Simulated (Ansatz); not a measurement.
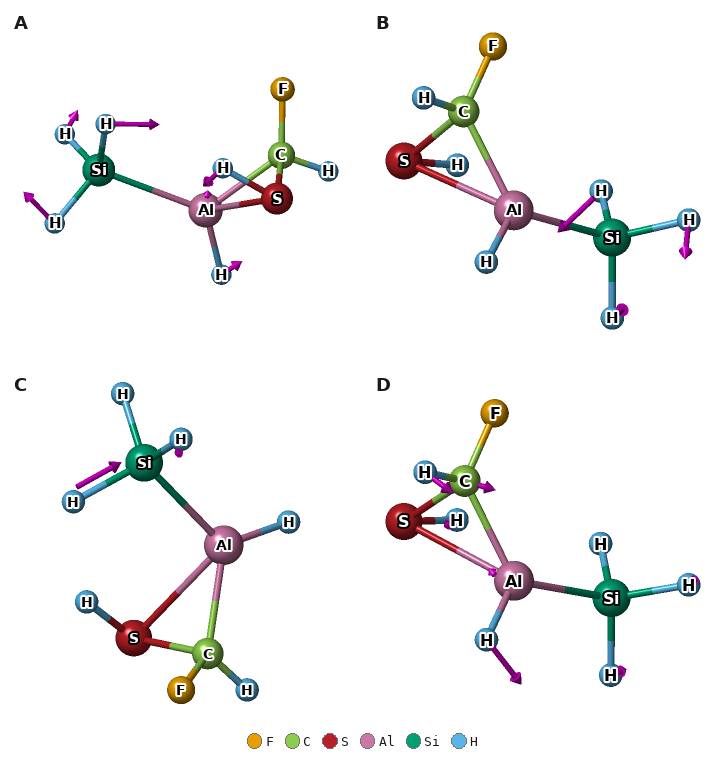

4 normal modes of one molecule or complex, as arrows. Harmonic vibrations computed with RKS PBE0-D4/def2-TZVP (Ansatz 0.2.0) at a stationary point of the same level.

Match the panels to the wavenumbers 473 cm⁻¹, 670 cm⁻¹, 935 cm⁻¹, 2185 cm⁻¹.

A: 473 cm⁻¹, Al–Si–H bending
B: 935 cm⁻¹, H–Si–H bending
C: 2185 cm⁻¹, Si–H stretching
D: 670 cm⁻¹
